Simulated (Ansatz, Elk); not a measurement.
**How far do independent atoms describe MoS?**

The structure of MoS used here is made up (a known structure type with other elements) and was relaxed beforehand with PBE. The aim is the Fourier transform of its all-electron density, F(hkl), set beside the sum over free spherical atoms that refinements use.

Calculated with Elk 11.2.3 (patched build); DFT, PBE, all-electron APW+lo, Dirac cores, scalar-relativistic bands, static density, no spin.

The structure was built from a prototype and need not be the compound's stable phase.

## Step 1: The structure

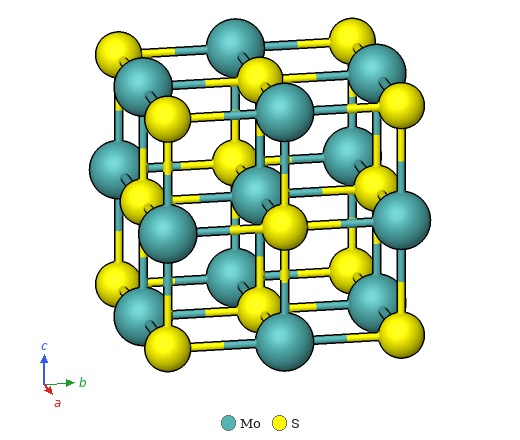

The starting structure, seen slightly off an axis (molybdenum teal, sulfur yellow). This picture shows the conventional cell, with its axes. Some periodic images of atoms are drawn too.

Coordinates:

```cif
data_structure
_symmetry_space_group_name_H-M 'Fm-3m'
_symmetry_Int_Tables_number 225
_cell_length_a 4.9561
_cell_length_b 4.9561
_cell_length_c 4.9561
_cell_angle_alpha 90.000
_cell_angle_beta 90.000
_cell_angle_gamma 90.000
_cell_volume 121.74
loop_
_atom_site_label
_atom_site_type_symbol
_atom_site_symmetry_multiplicity
_atom_site_Wyckoff_symbol
_atom_site_fract_x
_atom_site_fract_y
_atom_site_fract_z
_atom_site_occupancy
Mo1 Mo 4 b 0.50000 0.00000 0.00000 1
S1 S 4 a 0.00000 0.00000 0.00000 1
```

## Step 2: Ground state and structure factors

An all-electron density is needed, since X-rays see the cores too. Task 0 finds the density and task 195 Fourier-transforms it; tshift is off so that phases refer to the origin typed.

elk.in

```
tasks
  0
  195

xctype
  20

spinpol
  .false.

rgkmax
  7.0

gmaxvr
  14.0

lmaxo
  7

lmaxapw
  8

swidth
  0.002

tshift
  .false.

ramdisk
  .false.

hmaxvr
  5.5

maxscl
  120

epspot
  1e-06

sppath
  './'

avec
  -0.00000000000 4.68284884969 4.68284884969
  4.68284884969 -0.00000000000 4.68284884969
  4.68284884969 4.68284884969 -0.00000000000

atoms
  2
  'Mo.in'
  1
  0.5000000000 0.5000000000 0.5000000000   0.000000 0.000000 0.000000
  'S.in'
  1
  -0.0000000000 0.0000000000 0.0000000000   0.000000 0.000000 0.000000

ngridk
  8 8 8
```

Launch:

```
$ OMP_NUM_THREADS=4 elk
```

Numbers of over 12 decimals in the logs are rounded to 6 here.

What it wrote:

```text
┌─────────────────────────┐
│ Elk code version 11.2.3 │
└─────────────────────────┘

All units are atomic (Hartree, Bohr, etc.)

┌─────────────────────────────────────────────────┐
│ Ground-state run starting from atomic densities │
└─────────────────────────────────────────────────┘

Lattice vectors :
  -0.000000000       4.682848850       4.682848850
   4.682848850      -0.000000000       4.682848850
   4.682848850       4.682848850      -0.000000000

Reciprocal lattice vectors :
 -0.6708721025      0.6708721025      0.6708721025
  0.6708721025     -0.6708721025      0.6708721025
  0.6708721025      0.6708721025     -0.6708721025

Unit cell volume      :    205.3810718
Brillouin zone volume :    1.207755959

Muffin-tin inner radius fraction :   0.1000000000E-01

Nuclei treated as point charges

Species : 1 (Mo)
 parameters loaded from : Mo.in
 name : molybdenum
 nuclear charge    :   -42.00000000
 electronic charge :    42.00000000
 atomic mass :    174887.9214
 muffin-tin radius :    2.509459794
 number of radial points in muffin-tin :   1193
 inner part over the whole radius :   0.9999803126E-02
 number on inner part of muffin-tin    :    848
 approximate nuclear radius :   0.8334154960E-04
 number of mesh points to nuclear radius :    420
 atomic positions (lattice), magnetic fields (Cartesian) :
  1 :   0.50000000  0.50000000  0.50000000    0.00000000  0.00000000  0.00000000

Species : 2 (S)
 parameters loaded from : S.in
 name : sulphur
 nuclear charge    :   -16.00000000
 electronic charge :    16.00000000
 atomic mass :    58450.91931
 muffin-tin radius :    2.123389056
 number of radial points in muffin-tin :    793
 inner part over the whole radius :   0.9996911835E-02
 number on inner part of muffin-tin    :    554
 approximate nuclear radius :   0.6195814986E-04
 number of mesh points to nuclear radius :    251
 atomic positions (lattice), magnetic fields (Cartesian) :
  1 :   0.00000000  0.00000000  0.00000000    0.00000000  0.00000000  0.00000000

Total number of atoms per unit cell :    2
Total muffin-tin volume :    106.2986758
 ratio of muffin-tin to unit cell volume :   0.5175680254

Spin treatment :
 spin-unpolarised

Number of Bravais lattice symmetries :   48
Number of crystal symmetries         :   48
Crystal has inversion symmetry
Real symmetric eigensolver will be used

k-point grid :      8     8     8
k-point offset :    0.000000000       0.000000000       0.000000000
k-point set is reduced with full crystal symmetry group
Total number of k-points :       29

Muffin-tin radius times maximum |G+k| :    7.000000000
 using average radius
Maximum |G+k| for APW functions       :    3.021898718
Maximum (1/2)|G+k|²                   :    4.565935931
Maximum |G| for potential and density :    14.00000000
Constant for pseudocharge density :    9
 order of it for each species :   16  16
 order of it for pair densities of each species (exact exchange by exxq0 0: 17) :   11   7
Radial integration step length :    1

G-vector grid sizes :     30    30    30
Number of G-vectors :     9505

Maximum angular momentum used for
 APW functions            :    8
 outer part of muffin-tin :    7
 inner part of muffin-tin :    2

Total nuclear charge    :   -58.00000000
Total core charge       :    38.00000000
Total valence charge    :    20.00000000
Total excess charge     :    0.000000000
Total electronic charge :    58.00000000

Effective Wigner radius, rₛ :   0.9455429721

Number of empty states         :      8
Total number of valence states :     19
Total number of core states    :     38

Third-order local-orbitals added for an l without core states : T
Total number of local-orbitals :     23

Exchange-correlation functional :     20     0     0
 Perdew-Burke-Ernzerhof, Phys. Rev. Lett. 77, 3865 (1996)
 gradient requirement :    1
 generalised gradient approximation (GGA)

Smearing type :    3
 Fermi-Dirac
Smearing width :   0.2000000000E-02
Effective electronic temperature (K) :    631.5500496

Mixing type :    3
[...]
xc potential                :     -192.91866681202
 exchange                    :     -146.54341619087
 correlation                 :     -2.854853
 electron entropic           :    -0.95625947967643E-03
 total energy                :     -4449.4961485171

Density of states at Fermi energy :    75.34549657
 (states/Hartree/unit cell)

Estimated indirect band gap :   0.2995428106E-02
 from k-point 28 to k-point 17
Estimated direct band gap   :   0.3280454303E-02
 at k-point 17

Charges :
 core                        :    38.00000000
 valence                     :    20.00000000
 interstitial                :    3.424798625
 muffin-tins (core leakage)
  species : 1 (Mo)
   atom 1                    :    39.77560130     (  0.3450770478E-06)
  species : 2 (S)
   atom 1                    :    14.79960008     (  0.1190061627E-03)
 total in muffin-tins        :    54.57520138
 total calculated charge     :    57.99870886
 total charge                :    58.00000000
 error                       :   0.1291137372E-02

RMS change in Kohn-Sham potential (target) :   0.3504714226     (  0.1000000000E-05)
Absolute change in total energy (target)   :   0.1448462386     (  0.1000000000E-03)

[... loops 3 to 13 left out ...]

┌──────────────────┐
│ Loop number : 14 │
└──────────────────┘

Energies :
 Fermi                       :     0.428334
 sum of occupied eigenvalues :     -2626.2759231281
 electron kinetic            :      4599.3058104063
 core electron kinetic       :      4489.7440915463
 Coulomb                     :     -8898.4364734267
 Coulomb potential           :     -7030.7974514610
 nuclear-nuclear             :     -572.62270948781
 electron-nuclear            :     -9635.5376345201
 Hartree                     :      1309.7238705812
 Madelung                    :     -5383.0377476962
 xc potential                :     -194.78428207333
 exchange                    :     -146.77550697570
 correlation                 :     -2.856096
 electron entropic           :    -0.10560231435421E-02
 total energy                :     -4448.7633219200

Density of states at Fermi energy :    84.55895200
 (states/Hartree/unit cell)

Estimated indirect band gap :   0.4592645444E-03
 from k-point 23 to k-point 26
Estimated direct band gap   :   0.1225854216E-01
 at k-point 17

Charges :
 core                        :    38.00000000
 valence                     :    20.00000000
 interstitial                :    3.221483646
 muffin-tins (core leakage)
  species : 1 (Mo)
   atom 1                    :    40.30285389     (  0.3130972708E-06)
  species : 2 (S)
   atom 1                    :    14.47566246     (  0.1178015435E-03)
 total in muffin-tins        :    54.77851635
 total calculated charge     :    57.99874412
 total charge                :    58.00000000
 error                       :   0.1255880267E-02

RMS change in Kohn-Sham potential (target) :   0.1385196362E-06 (  0.1000000000E-05)
Absolute change in total energy (target)   :   0.6002054215E-04 (  0.1000000000E-03)

Convergence targets achieved

┌──────────────────┐
│ Loop number : 15 │
└──────────────────┘

Energies :
 Fermi                       :     0.428334
 sum of occupied eigenvalues :     -2626.2759175488
 electron kinetic            :      4599.3058125156
 core electron kinetic       :      4489.7440905220
 Coulomb                     :     -8898.4364724974
 Coulomb potential           :     -7030.7974499004
 nuclear-nuclear             :     -572.62270948781
 electron-nuclear            :     -9635.5376341638
 Hartree                     :      1309.7238711542
 Madelung                    :     -5383.0377475472
 xc potential                :     -194.78428016395
 exchange                    :     -146.77550699805
 correlation                 :     -2.856096
 electron entropic           :    -0.10560229957463E-02
 total energy                :     -4448.7633188963

Density of states at Fermi energy :    84.55894310
 (states/Hartree/unit cell)

Estimated indirect band gap :   0.4592720513E-03
 from k-point 23 to k-point 26
Estimated direct band gap   :   0.1225855079E-01
 at k-point 17

Charges :
 core                        :    38.00000000
 valence                     :    20.00000000
 interstitial                :    3.221483329
 muffin-tins (core leakage)
  species : 1 (Mo)
   atom 1                    :    40.30285402     (  0.3130973383E-06)
  species : 2 (S)
   atom 1                    :    14.47566266     (  0.1178015325E-03)
 total in muffin-tins        :    54.77851667
 total calculated charge     :    57.99874412
 total charge                :    58.00000000
 error                       :   0.1255881177E-02

┌──────────────────────────────┐
│ Self-consistent loop stopped │
└──────────────────────────────┘

Warning : core states of species 2 leak from the muffin-tin :   0.1178015325E-03

Wrote STATE.OUT
```

The job ended after 7.6 s (4 threads of Arm Neoverse V1, shared host; peak memory 0.16 GiB; 18 s of CPU time).

SFACRHO.OUT:

```text

h k l indices transformed by vhmat matrix:
   1.000000000       0.000000000       0.000000000    
   0.000000000       1.000000000       0.000000000    
   0.000000000       0.000000000       1.000000000    

      h      k      l  multipl.   |H|            Re(F)            Im(F)           |F|

      0      0      0      1   0.0000000       58.000000     -0.41841253E-16   58.000000    
     -1      0      0      8   1.1619846      -22.456579     -0.19004139E-13   22.456579    
      0     -1     -1      6   1.3417442       44.032537      0.37111348E-13   44.032537    
     -1      1      0     12   1.8975129       38.198629      0.12608257E-13   38.198629    
     -1      1     -1     24   2.2250310      -18.489151      0.82784029E-14   18.489151    
      0      0     -2      8   2.3239691       34.784100      0.29959567E-13   34.784100    
      2      2      0      6   2.6834884       32.370551     -0.55805099E-13   32.370551    
     -2      1      0     24   2.9242637      -16.006037      0.76199387E-14   16.006037    
      1      2     -1     24   3.0002313       30.518954     -0.56940967E-14   30.518954    
      3      1      0     24   3.2865887       29.046492     -0.49774429E-13   29.046492    
     -1      2      2     24   3.4859537      -14.361986      0.77376415E-14   14.361986    
     -3     -3     -3      8   3.4859537      -14.466400     -0.23349015E-13   14.466400    
     -2      0      2     12   3.7950257       26.669604     -0.17607802E-13   26.669604    
     -1      2     -2     48   3.9689329      -13.376291     -0.19752796E-13   13.376291    
     -1     -1     -4     24   4.0252326       25.709257      0.83569025E-13   25.709257    
      0     -3     -3      6   4.0252326       25.630145      0.14188739E-13   25.630145    
     -3     -2      1     24   4.2429677       24.765905      0.91782464E-14   24.765905    
      4      3      4     24   4.3992026      -12.635906      0.90298070E-13   12.635906
```

Elk indexes on the primitive cell of elk.in and gives |H| = 4π sin θ/λ in inverse bohr. Below, one row stands for each form hkl of the conventional cell (m members, Friedel mates merged), F is for one primitive cell and the density is static (no thermal factor). Free-atom factors are Waasmaier and Kirfel's, and R is Σm||F|−|F'||/Σm|F|.

```
hkl   m  sin θ/λ (Å⁻¹)  abs F, DFT  neutral atoms   diff.
111   8          0.175      22.457         22.696  -0.239
200   6          0.202      44.032         44.150  -0.117
220  12          0.285      38.199         38.331  -0.132
311  24          0.335      18.489         18.415  +0.075
222   8          0.349      34.784         34.773  +0.011
400   6          0.404      32.371         32.306  +0.065
331  24          0.440      16.006         15.869  +0.137
420  24          0.451      30.519         30.459  +0.060
422  24          0.494      29.047         28.988  +0.058
511  24          0.524      14.362         14.386  -0.024
333   8          0.524      14.466         14.386  +0.081
440  12          0.571      26.670         26.689  -0.020
531  48          0.597      13.376         13.415  -0.038
442  24          0.605      25.709         25.733  -0.024
600   6          0.605      25.630         25.733  -0.103
620  24          0.638      24.766         24.861  -0.095
533  24          0.662      12.636         12.680  -0.044
622  24          0.669      23.970         24.054  -0.084
444   8          0.699      23.253         23.299  -0.046
711  24          0.721      11.965         12.062  -0.097
551  24          0.721      12.012         12.062  -0.050
640  24          0.728      22.521         22.588  -0.067
```

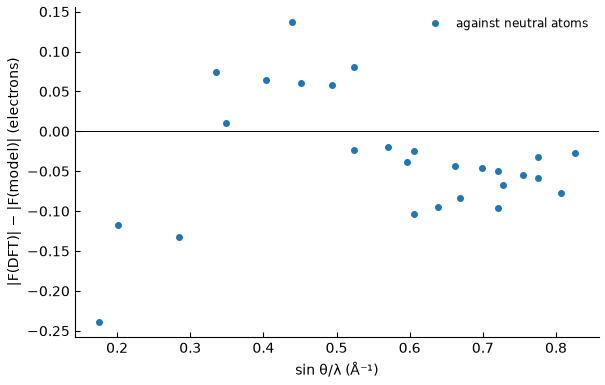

Difference between the calculated structure factors and the independent-atom ones.

## Step 3: The highest occupied states alone

An energy window below the Fermi level keeps the highest occupied states, to see at which angles they scatter; shallow core shells can lie inside it and anion s states outside. No new self-consistency is needed.

Changes to elk.in since step 2:

```diff
@@ -1,3 +1,2 @@
 tasks
-  0
   195
@@ -40,2 +39,5 @@
 
+wsfac
+  0.060840 0.728330
+
 sppath
```

Launch:

```
$ OMP_NUM_THREADS=4 elk
```

What it wrote:

```text
┌─────────────────────────────────┐
│ Elk code version 11.2.3 started │
└─────────────────────────────────┘

Info(readinput): the functional depends on the density's gradient
 muffin-tin radial points multiplied by    2.00000
 (not where nrmtscf is given)

┌────────────────────┐
│ Current task : 195 │
└────────────────────┘
Info(checkmt): changed muffin-tin radius of species 1 (Mo) from   2.6000 to   2.5095
Info(checkmt): changed muffin-tin radius of species 2 (S) from   2.2000 to   2.1234

Info(sfacrho): density structure factors written to SFACRHO.OUT

 Energy window :   0.6084000000E-01  0.7283300000

┌──────────────────┐
│ Elk code stopped │
└──────────────────┘
```

Run time: 2.6 s. Hardware: 4 threads; peak memory 0.16 GiB; 3.8 s of CPU time.

States within 10 eV below the Fermi level hold 10.00 electrons; any levels below the window count with the cores. Their amplitudes can exceed the total, where window and core parts have opposite phase:

```
hkl  sin θ/λ (Å⁻¹)  abs F, window  abs F, all
111          0.175          0.242      22.457
200          0.202          2.305      44.032
220          0.285          0.563      38.199
311          0.335          0.214      18.489
222          0.349          0.089      34.784
400          0.404          0.111      32.371
331          0.440          0.090      16.006
420          0.451          0.129      30.519
422          0.494          0.084      29.047
511          0.524          0.089      14.362
```

[end of part 1 of 2]

[Logs are printed without paths, hosts, clocks, repeated set-up lines and the standing remarks that a program may print on its own settings, such as how far it seeks lower states.]

[Hosts, paths, dates, database ids (printed as entryN), source tags and the programs' standing remarks are cut or masked in the printed files.]
